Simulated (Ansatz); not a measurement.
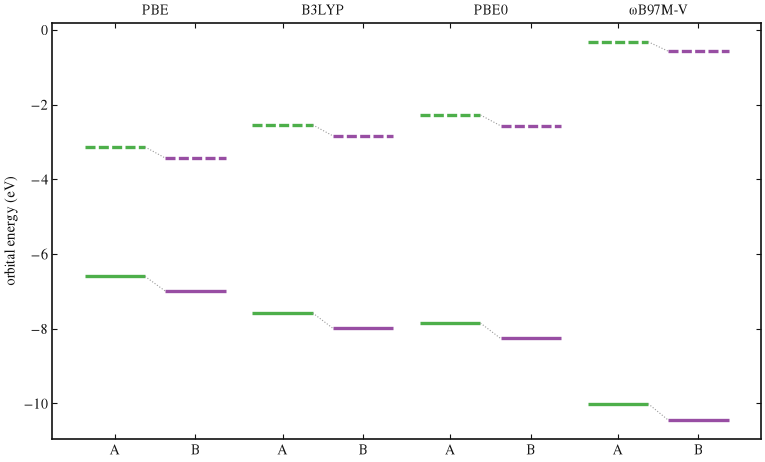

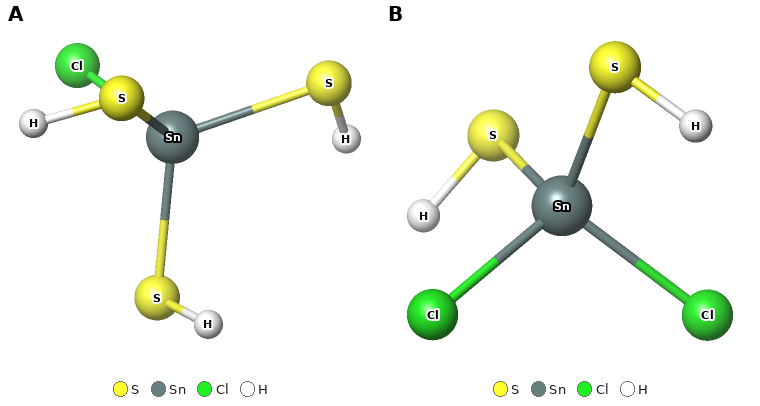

One change: A, SnH₃S₃Cl (SMILES [SH][Sn]([SH])([SH])[Cl]), becomes B, SnH₂S₂Cl₂ (SMILES [SH][Sn]([SH])([Cl])[Cl]). SH on Sn is replaced by Cl. HOMO (solid) and LUMO (dashed) computed in def2-TZVPP at PBE0-D4/def2-TZVP geometries, both minima by their frequencies, gas phase, the Ansatz code 0.2.0.

Q: What does the change do to HOMO and LUMO?

A: PBE: the HOMO falls by 0.39 eV, the LUMO falls by 0.30 eV, and the separation goes from 3.46 to 3.56 eV. B3LYP: the HOMO falls by 0.41 eV, the LUMO falls by 0.29 eV, and the separation goes from 5.03 to 5.15 eV. PBE0: the HOMO falls by 0.41 eV, the LUMO falls by 0.29 eV, and the separation goes from 5.57 to 5.69 eV. ωB97M-V: the HOMO falls by 0.44 eV, the LUMO falls by 0.25 eV, and the separation goes from 9.69 to 9.87 eV.

Q: Do the functionals agree on the effect?

A: They agree on the direction for both levels; the HOMO shift lies between −0.44 and −0.39 eV and the LUMO shift between −0.30 and −0.25 eV, while the separations themselves differ by up to 6.3 eV between functionals.

Known limits of this run: core potentials past krypton; spin-orbit coupling is left out, and with Sn it can shift these values.
